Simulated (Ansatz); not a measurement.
C5H12O2: geometry relaxation (part 2 of 2)

The same run, continued: C5H12O2, SMILES OCCCCCO; RKS PBE0-D4/def2-TZVP (Ansatz 0.2.0). The geometry: PBE-D4/def2-SVP start.

Geometry of the input (Å):
```
O  0.3424  1.8580  -2.9334
C  0.4379  1.3191  -1.6268
C  -0.0625  -0.1260  -1.5364
C  0.1789  -0.8101  -0.1848
C  -0.6242  -0.2397  0.9906
C  -0.3020  -0.9201  2.3246
O  1.0668  -0.8306  2.6837
H  -0.5977  1.8242  -3.1902
H  1.5173  1.3507  -1.3599
H  -0.0887  1.9613  -0.8759
H  0.4412  -0.6989  -2.3444
H  -1.1524  -0.1472  -1.7759
H  1.2590  -0.7641  0.0757
H  -0.0559  -1.8933  -0.2785
H  -1.7164  -0.3321  0.7931
H  -0.4328  0.8536  1.0967
H  -0.9713  -0.5143  3.1243
H  -0.5218  -2.0079  2.2508
H  1.2822  0.1173  2.7666
```

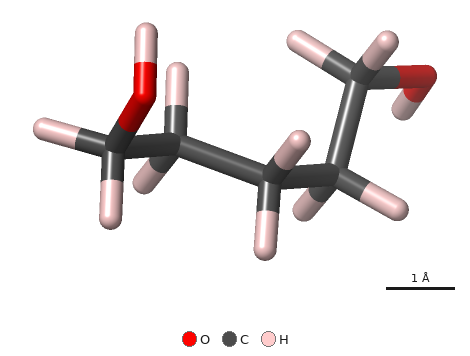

*The geometry at step 4 of the log (stick view, seen at a tilt).*

### Trajectory as extended XYZ (Å, eV, eV/Å), 7 frames, from step=1 to step=7
```
19
Properties=species:S:1:pos:R:3:forces:R:3 step=1 energy=-9467.71605
O     0.3424    1.8580   -2.9334   -0.7560  -0.1454   0.1501
C     0.4379    1.3191   -1.6268    0.2665  -0.0100   0.5847
C    -0.0625   -0.1260   -1.5364   -0.1817  -0.0635  -0.3207
C     0.1789   -0.8101   -0.1848    0.2517  -0.2134   0.1284
C    -0.6242   -0.2397    0.9906   -0.1313   0.3106  -0.0165
C    -0.3020   -0.9201    2.3246   -0.4568  -0.3152  -0.0253
O     1.0668   -0.8306    2.6837   -0.1974   0.7669   0.0228
H    -0.5977    1.8242   -3.1902    0.6831   0.0484   0.1279
H     1.5173    1.3507   -1.3599   -0.5422  -0.0116  -0.1911
H    -0.0887    1.9613   -0.8759    0.2418  -0.3025  -0.5094
H     0.4412   -0.6989   -2.3444   -0.2247   0.2423   0.4192
H    -1.1524   -0.1472   -1.7759    0.5074   0.0144   0.1276
H     1.2590   -0.7641    0.0757   -0.5133  -0.0052  -0.1808
H    -0.0559   -1.8933   -0.2785    0.0859   0.5253   0.0207
H    -1.7164   -0.3321    0.7931    0.5232   0.0002   0.1139
H    -0.4328    0.8536    1.0967   -0.0654  -0.5269  -0.0522
H    -0.9713   -0.5143    3.1243    0.4557  -0.1726  -0.4026
H    -0.5218   -2.0079    2.2508    0.1577   0.5491   0.0360
H     1.2822    0.1173    2.7666   -0.1042  -0.6909  -0.0326
19
Properties=species:S:1:pos:R:3:forces:R:3 step=2 energy=-9467.79132
O     0.3298    1.8477   -2.9035   -0.2204  -0.0002   0.0112
C     0.4370    1.3026   -1.6047    0.0362  -0.0434   0.1587
C    -0.0683   -0.1320   -1.5300    0.0012   0.0168  -0.0703
C     0.1857   -0.8085   -0.1873    0.0229  -0.0745   0.0300
C    -0.6104   -0.2283    0.9771   -0.0151   0.0179   0.0307
C    -0.3055   -0.9158    2.3010   -0.1742  -0.0306   0.0026
O     1.0526   -0.8126    2.6809   -0.0394   0.2292   0.0091
H    -0.6003    1.8162   -3.1572    0.1994   0.0251   0.0145
H     1.5066    1.3331   -1.3519   -0.1752  -0.0143  -0.0603
H    -0.0856    1.9399   -0.8682    0.0894  -0.1100  -0.1536
H     0.4268   -0.7016   -2.3293   -0.0653   0.0914   0.1160
H    -1.1486   -0.1485   -1.7579    0.1677   0.0092   0.0473
H     1.2577   -0.7637    0.0550   -0.1643   0.0040  -0.0530
H    -0.0552   -1.8784   -0.2774    0.0277   0.1529   0.0305
H    -1.6906   -0.3182    0.7800    0.1542   0.0086   0.0128
H    -0.4118    0.8513    1.0836   -0.0157  -0.1844  -0.0036
H    -0.9681   -0.5156    3.0893    0.1295  -0.0693  -0.1216
H    -0.5110   -1.9930    2.2230    0.0528   0.1805  -0.0022
H     1.2591    0.1252    2.7775   -0.0113  -0.2089   0.0012
19
Properties=species:S:1:pos:R:3:forces:R:3 step=3 energy=-9467.79930
O     0.3211    1.8499   -2.9036    0.0019  -0.0224   0.0112
C     0.4340    1.2978   -1.6084    0.0171  -0.0126   0.0427
C    -0.0674   -0.1321   -1.5284   -0.0231   0.0110  -0.0161
C     0.1868   -0.8080   -0.1877    0.0160   0.0098   0.0165
C    -0.6023   -0.2288    0.9769   -0.0010   0.0135   0.0057
C    -0.3082   -0.9142    2.2985   -0.0031  -0.0155  -0.0333
O     1.0451   -0.8090    2.6920   -0.0073   0.0024  -0.0098
H    -0.6044    1.8227   -3.1579   -0.0210   0.0083  -0.0217
H     1.4994    1.3265   -1.3648    0.0248   0.0081  -0.0051
H    -0.0811    1.9317   -0.8746   -0.0097   0.0149   0.0135
H     0.4232   -0.6986   -2.3252    0.0065  -0.0202  -0.0068
H    -1.1428   -0.1476   -1.7505   -0.0244  -0.0075  -0.0078
H     1.2543   -0.7634    0.0475    0.0268  -0.0024   0.0050
H    -0.0556   -1.8726   -0.2731   -0.0021  -0.0120  -0.0132
H    -1.6771   -0.3116    0.7757   -0.0166   0.0048   0.0002
H    -0.3972    0.8427    1.0871    0.0052   0.0290  -0.0035
H    -0.9725   -0.5224    3.0805   -0.0099   0.0082  -0.0005
H    -0.5059   -1.9859    2.2130    0.0042  -0.0285   0.0077
H     1.2506    0.1228    2.8031    0.0156   0.0110   0.0152
19
Properties=species:S:1:pos:R:3:forces:R:3 step=4 energy=-9467.79982
O     0.3166    1.8473   -2.9015    0.0007   0.0035  -0.0017
C     0.4342    1.2957   -1.6064   -0.0020  -0.0097  -0.0040
C    -0.0687   -0.1337   -1.5283    0.0088   0.0063   0.0007
C     0.1898   -0.8071   -0.1876   -0.0076   0.0036  -0.0013
C    -0.5995   -0.2245    0.9750    0.0071  -0.0128   0.0059
C    -0.3089   -0.9144    2.2945   -0.0056   0.0050  -0.0022
O     1.0430   -0.8078    2.6929   -0.0003   0.0006  -0.0068
H    -0.6099    1.8222   -3.1536   -0.0060   0.0041  -0.0072
H     1.5011    1.3242   -1.3677    0.0070   0.0011  -0.0025
H    -0.0784    1.9300   -0.8706   -0.0021   0.0033   0.0055
H     0.4207   -0.7017   -2.3253    0.0021  -0.0026  -0.0055
H    -1.1450   -0.1498   -1.7484   -0.0051  -0.0013   0.0004
H     1.2582   -0.7626    0.0462    0.0050   0.0020   0.0002
H    -0.0534   -1.8718   -0.2724   -0.0009  -0.0076   0.0030
H    -1.6747   -0.3039    0.7724   -0.0059   0.0035  -0.0032
H    -0.3912    0.8468    1.0861    0.0045   0.0039   0.0020
H    -0.9765   -0.5253    3.0752   -0.0070   0.0012   0.0067
H    -0.5040   -1.9869    2.2064    0.0023  -0.0067  -0.0001
H     1.2466    0.1234    2.8131    0.0049   0.0026   0.0100
19
Properties=species:S:1:pos:R:3:forces:R:3 step=5 energy=-9467.80012
O     0.3018    1.8480   -2.9054    0.0017  -0.0014  -0.0020
C     0.4375    1.2932   -1.6133   -0.0012   0.0049   0.0045
C    -0.0662   -0.1355   -1.5299    0.0024   0.0001   0.0011
C     0.1952   -0.8052   -0.1874   -0.0016   0.0045   0.0031
C    -0.5957   -0.2219    0.9744   -0.0021   0.0013  -0.0028
C    -0.3126   -0.9149    2.2939    0.0039   0.0000  -0.0130
O     1.0380   -0.8100    2.6977   -0.0033  -0.0029   0.0071
H    -0.6285    1.8283   -3.1437   -0.0012   0.0006  -0.0004
H     1.5081    1.3203   -1.3901   -0.0014  -0.0012  -0.0039
H    -0.0631    1.9269   -0.8684   -0.0006  -0.0005  -0.0006
H     0.4194   -0.7058   -2.3278   -0.0010  -0.0037   0.0032
H    -1.1434   -0.1510   -1.7456   -0.0035   0.0011  -0.0016
H     1.2638   -0.7569    0.0454   -0.0002  -0.0013   0.0034
H    -0.0454   -1.8710   -0.2686    0.0016   0.0006  -0.0025
H    -1.6706   -0.2968    0.7673   -0.0024   0.0001  -0.0019
H    -0.3842    0.8487    1.0880    0.0037  -0.0027   0.0009
H    -0.9842   -0.5279    3.0726    0.0032  -0.0024  -0.0017
H    -0.5069   -1.9874    2.2013   -0.0007  -0.0001   0.0037
H     1.2369    0.1191    2.8397    0.0027   0.0032   0.0034
19
Properties=species:S:1:pos:R:3:forces:R:3 step=6 energy=-9467.80021
O     0.2937    1.8463   -2.9105   -0.0016  -0.0010  -0.0012
C     0.4388    1.2928   -1.6188    0.0015   0.0036   0.0009
C    -0.0655   -0.1353   -1.5300    0.0007  -0.0022  -0.0004
C     0.1989   -0.8024   -0.1867   -0.0025   0.0028  -0.0002
C    -0.5926   -0.2195    0.9747    0.0009   0.0006  -0.0025
C    -0.3143   -0.9168    2.2930   -0.0008   0.0007   0.0004
O     1.0343   -0.8132    2.7040   -0.0003   0.0058   0.0013
H    -0.6387    1.8295   -3.1412    0.0028  -0.0010   0.0027
H     1.5112    1.3189   -1.4045   -0.0029  -0.0002  -0.0006
H    -0.0553    1.9277   -0.8705    0.0001  -0.0018  -0.0017
H     0.4169   -0.7087   -2.3277   -0.0008   0.0004   0.0010
H    -1.1435   -0.1505   -1.7425    0.0008   0.0000   0.0009
H     1.2676   -0.7522    0.0458   -0.0004   0.0000   0.0000
H    -0.0399   -1.8687   -0.2667    0.0013   0.0007  -0.0014
H    -1.6673   -0.2908    0.7647    0.0027  -0.0009   0.0026
H    -0.3777    0.8500    1.0915    0.0009  -0.0007   0.0001
H    -0.9892   -0.5326    3.0700    0.0004  -0.0008   0.0006
H    -0.5082   -1.9890    2.1966   -0.0002   0.0011  -0.0002
H     1.2308    0.1145    2.8588   -0.0025  -0.0070  -0.0021
19
Properties=species:S:1:pos:R:3:forces:R:3 step=7 energy=-9467.80022
O     0.2927    1.8454   -2.9119    0.0003   0.0006  -0.0008
C     0.4385    1.2932   -1.6198   -0.0008   0.0004  -0.0014
C    -0.0653   -0.1351   -1.5298    0.0000   0.0000   0.0007
C     0.1998   -0.8014   -0.1863    0.0001  -0.0007   0.0009
C    -0.5916   -0.2187    0.9751   -0.0005   0.0005  -0.0010
C    -0.3150   -0.9173    2.2931    0.0016   0.0003   0.0004
O     1.0333   -0.8154    2.7052    0.0001  -0.0007   0.0009
H    -0.6397    1.8280   -3.1421    0.0004  -0.0007   0.0011
H     1.5109    1.3199   -1.4059   -0.0006  -0.0001   0.0003
H    -0.0558    1.9284   -0.8720    0.0000  -0.0003  -0.0002
H     0.4168   -0.7088   -2.3274    0.0000   0.0005   0.0003
H    -1.1434   -0.1506   -1.7417    0.0005   0.0002   0.0002
H     1.2685   -0.7506    0.0458   -0.0002   0.0000  -0.0004
H    -0.0383   -1.8678   -0.2663    0.0005   0.0001   0.0005
H    -1.6662   -0.2889    0.7649   -0.0001   0.0003   0.0000
H    -0.3757    0.8505    1.0929    0.0001  -0.0003  -0.0001
H    -0.9902   -0.5333    3.0700    0.0000   0.0000  -0.0004
H    -0.5098   -1.9893    2.1956   -0.0004   0.0005  -0.0005
H     1.2306    0.1120    2.8605   -0.0007  -0.0006  -0.0008
```

### Key numbers

```tsv
quantity	value
outcome	converged
total energy	−9467.8003 eV
mean-field energy	−9467.4980 eV
dispersion energy	−0.3023 eV
SCF solution under orbital rotations	stable
largest force (length of the vector) at the end	0.002 eV/Å
dipole moment	2.30 D
hardware	2 CPU threads, shared host
wall time	16 s (CPU time 19 s)
peak memory	0.91 GiB
```
